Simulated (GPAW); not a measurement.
Band structure of Fe (Im-3m, 1 atom in the cell).

```
CELL_PARAMETERS angstrom
     -1.41320     1.41320     1.41320
      1.41320    -1.41320     1.41320
      1.41320     1.41320    -1.41320
ATOMIC_POSITIONS crystal
  Fe 0.00000 0.00000 0.00000
```
Moments meant for the start (each program seeds them in its own way; μB, in the order of the atoms Fe): 4.0.

Computed with PBE, GPAW PAW datasets PBE (gpaw-data 1.0.1) (plane waves; GPAW).

Settings: spinpol = true; mode = pw; ecut = 800 eV; xc = PBE; kpts = 16 16 16; mesh shift (steps) = 0 0 0; occupations.name = fermi-dirac; occupations.width = 0.1 eV; nbands = -5; convergence.density = 1e-05 e/electron; symmetry.symmorphic = false; symmetry.tolerance = 0.0005; maxiter = 100; bandpath_npoints = 40.

The starting cell comes from a database of computed structures (which also holds hypothetical and non-ambient phases and stackings), without a prior relaxation at this level. Its lattice was rescaled by a random factor within 2.5 % of one. With one magnetic atom in the cell only a parallel order is possible.

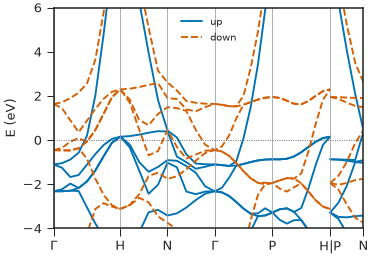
*Bands along the path, energies from the Fermi level.*

Levels in eV from the Fermi level, bands 2 to 9 of the first spin channel:
```csv
point,2,3,4,5,6,7,8,9
Γ,-2.32,-2.32,-2.32,-1.11,-1.11,24.96,24.96,24.96
H,-4.92,0.15,0.15,0.15,9.86,9.86,9.86,15.64
N,-3.42,-1.03,-0.91,0.39,0.43,7.39,18.27,20.11
P,-3.28,-3.28,-0.87,-0.87,8.64,8.64,8.64,10.80
```

Bands cross the Fermi level along this path, so the cell is metallic at this level.

The net moment of the cell came out as 2.15 μB.
